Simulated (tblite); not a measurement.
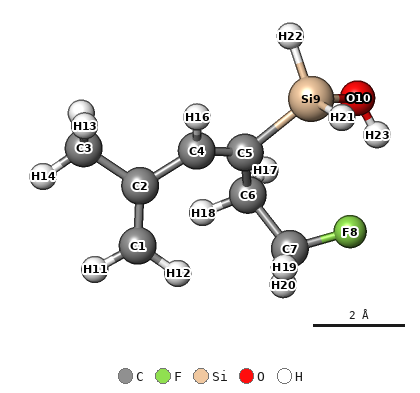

The structure (ball-and-stick view, seen at a tilt; atoms are numbered from 1 in the order of the input).

**Frequency calculation of C7H13FOSi**

C7H13FOSi, computed with GFN2-xTB harmonic vibrations, gas phase (tblite 0.8.0).

It belongs to a series of runs on one base structure; here: H on C replaced by isopropenyl.

**Output**
```
mode    cm-1     km/mol
  1      34.6      0.42
  2      50.1      2.39
  3      77.7      3.63
  4     105.5      3.90
  5     107.6      0.39
  6     132.5      0.74
  7     140.0      0.27
  8     173.7      1.26
  9     214.9      3.18
 10     249.9      1.57
 11     313.8      1.45
 12     362.1     85.69
 13     390.3     40.53
 14     412.9     39.60
 15     462.5      4.91
 16     487.3     11.46
 17     523.4     42.90
 18     586.0     51.75
 19     617.8     11.98
 20     682.6      3.03
 21     724.8     50.95
 22     748.6    108.33
 23     771.6    277.54
 24     840.6    443.60
 25     853.6      1.22
 26     873.1     13.41
 27     887.9     28.33
 28     901.5     12.23
 29     918.0     99.17
 30     939.7    125.60
 31     977.3      0.80
 32    1016.7      7.89
 33    1039.8     13.42
 34    1044.6     18.51
 35    1066.7     35.76
 36    1127.0     11.46
 37    1191.4      8.80
 38    1230.7      9.71
 39    1254.5     18.94
 40    1306.7      0.48
 41    1327.0     10.25
 42    1340.9      1.06
 43    1396.8      3.41
 44    1420.0      4.31
 45    1442.7      0.96
 46    1461.8      2.03
 47    1478.2      4.83
 48    1486.1      3.81
 49    1658.4     10.73
 50    1696.1     16.35
 51    2223.8    349.96
 52    2310.2    265.26
 53    2948.1     33.66
 54    2958.8      5.76
 55    2973.4     35.96
 56    2980.5     28.31
 57    3002.8     24.98
 58    3015.5     11.68
 59    3024.5     63.82
 60    3043.3     35.55
 61    3100.8     34.21
 62    3135.4     43.62
 63    3640.0     41.65
```

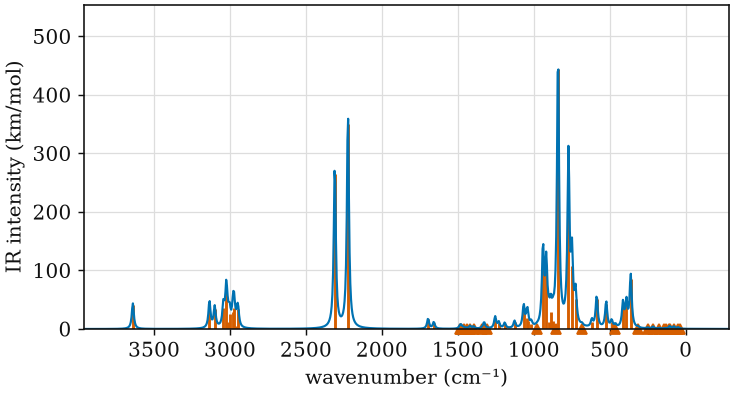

Harmonic infrared spectrum, unscaled: sticks (degenerate modes added up, dark ones marked on the axis) with a Lorentzian envelope of 16 cm⁻¹ full width, scaled to the tallest stick. 63 modes from 35 to 3640 cm⁻¹, none imaginary. The strongest line is at 841 cm⁻¹ (444 km/mol).

This output came from the following input.

**Input file**
```
{"job": {"kind": "ir", "xc": "GFN2-xTB", "basis": "xTB"}, "charge": 0, "multiplicity": 1}
C      2.112436    -1.152609    -0.563739
C      1.484377    -1.019619     0.599996
C      1.772062    -1.931418     1.758950
C      0.500306     0.025577     0.893126
C     -0.551498     0.416109     0.167516
C     -0.882100    -0.209424    -1.161425
C     -0.521575     0.698459    -2.333573
F     -1.447436     1.713107    -2.472958
Si    -1.709667     1.763474     0.834954
O     -3.076742     1.863022    -0.029538
H      2.842672    -1.929447    -0.720618
H      1.954736    -0.477933    -1.386493
H      2.154172    -1.356280     2.601773
H      2.503407    -2.689114     1.489661
H      0.855842    -2.424461     2.083020
H      0.631631     0.483247     1.867526
H     -1.955366    -0.411112    -1.210606
H     -0.345053    -1.151809    -1.285802
H      0.445619     1.187511    -2.186311
H     -0.529093     0.152166    -3.282178
H     -0.978570     3.034651     0.833761
H     -2.219720     1.392829     2.148829
H     -3.045192     2.050058    -0.965840
```

The first line tells a small driver script what to run in tblite; the rest is the geometry in Å.

Command:
```bash
OMP_NUM_THREADS=1 python <driver script> task.json out
```

**Key numbers**

| quantity | value |
| --- | --- |
| outcome | converged |
| total energy | −874.7818 eV |
| zero-point energy | 112.8000 kcal/mol |
| hardware | 1 CPU thread, shared host |
| wall time | 1.2 s |
| peak memory | 0.18 GiB |
